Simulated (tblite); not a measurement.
# C7H9BSi: the cost of one run

Programs: tblite 0.8.0 and PySCF 2.14.0, with density-fitted response routines of our own. Each step states its level of theory. These are calculated values for one molecule in the gas phase, unless marked as measured. Atoms are numbered from 0 throughout.

## 1. The starting structure

18 atoms, charge 0, multiplicity 1; geometry from: force field or distance geometry start.

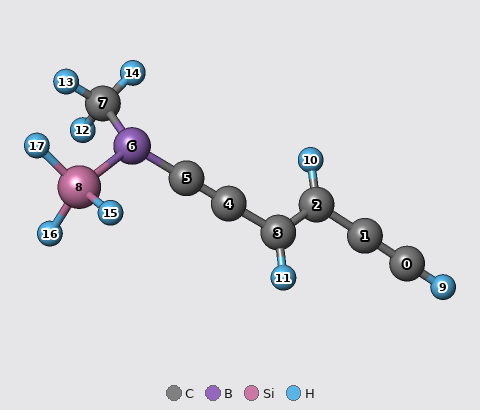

As it starts; carbon grey, boron purple, silicon pink, hydrogen blue, atoms numbered.

## 2. Optimising the geometry with GFN2-xTB

The job: settings as JSON, then the geometry in Å.

```
{"job": {"kind": "relax", "xc": "GFN2-xTB", "basis": "xTB"}, "charge": 0, "multiplicity": 1}
C      5.307000    -0.601700     1.510600
C      4.212200    -0.391500     0.961900
C      2.959900    -0.162800     0.343200
C      1.861800    -0.411100     1.067600
C      0.572800    -0.201900     0.503200
C     -0.513000    -0.034000    -0.004400
B     -1.900800     0.165600    -0.664800
C     -2.058100    -0.271400    -2.178800
Si    -3.476400    -0.122800     0.453600
H      6.233100    -0.766600     1.982700
H      2.887200     0.205600    -0.673200
H      1.916400    -0.788500     2.089800
H     -2.015700    -1.400300    -2.219000
H     -3.079200    -0.021300    -2.537400
H     -1.281700     0.135000    -2.838800
H     -3.364300     0.638800     1.720200
H     -3.639300    -1.542300     0.796000
H     -4.630900     0.312800    -0.324200
```

Run with:

```console
> OMP_NUM_THREADS=1 python probes_run.py task.json out
```

The driver reads the jobs from task.json and runs them one after another.

Q: Estimate the wall time and peak memory of this first job on 1 thread of Intel Xeon at 2.50GHz, shared host.

About 4.8 s, with a peak of 0.18 GiB.
